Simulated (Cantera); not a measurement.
A closed system holds: 1 mol CuF₂, 0.017 mol HF, 3.5 mol N₂, held at 0.00133 bar.

Method: chemical equilibrium by Gibbs-energy minimisation in Cantera with the NASA 1993 tables (ideal gas, pure condensed phases). Candidate condensed phases: Cu, CuF₂; 25 gas species. Equilibrium is a limit: real reactors are often held back by kinetics, nucleation or transport.

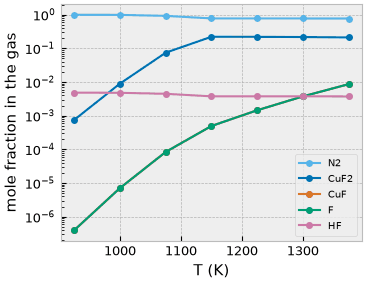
*Equilibrium gas composition (values under 1e-9 drawn at 1e-9)*

Read off the mole fractions at 1150 K.

N₂ about 0.77, CuF₂ about 0.22, HF about 0.0038, CuF about 0.00049, F about 0.00049.
